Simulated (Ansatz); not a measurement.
Pt (fcc, Cu type), conventional cell a = b = c = 3.9400 Å, α = β = γ = 90.00°. The calculation uses the primitive cell of 1 atom, to which meshes and values per cell refer.

E(V) scan at fixed shape, V₀ the volume above. Symmetry pins the atoms to their sites.

Computed with r2SCAN (plane waves to 500 eV, PAW, scalar-relativistic; Ansatz, a program for electronic structure). k mesh 20×20×20 (Γ-centred), Fermi-Dirac smearing 0.05 eV. E stands for the smeared free energy. Compression counts positive. Pt is run without spin polarisation. Pt was relaxed with its symmetry unable to fall. Spin-orbit coupling is left out, though Pt is heavy. The PAW data are Ansatz's earlier set. ΔE is measured from the relaxed starting cell.

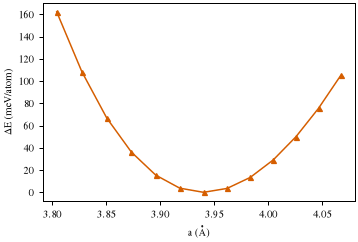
Figure. ΔE (meV/atom) against a (Å); markers are the computed points, lines only join them.

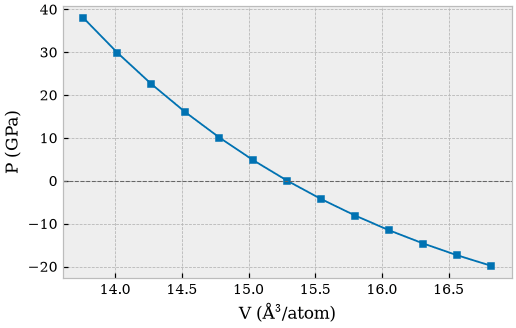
Figure. P (GPa) against V (Å³/atom); one marker a computed point.

The energy cost of the largest expansion comes out as 105 meV/atom and the equilibrium volume of the fit comes out as 15.29 Å³/atom. The bulk modulus B₀ (third-order Birch-Murnaghan fit) comes out as 271 GPa, the pressure for 5 % compression (fit) comes out as 16.0 GPa and the energy cost of the largest compression comes out as 162 meV/atom.

Check by three points about V = 15.291 Å³/atom, step 0.510: d²E/dV² ≈ (15 − 2·0 + 13) meV / 0.510² = 0.108 eV/Å⁶, and V·d²E/dV² × 160.2 = 264 GPa.

(Under strain, the slope of the energy per volume gives the stress and its curvature an elastic modulus.)
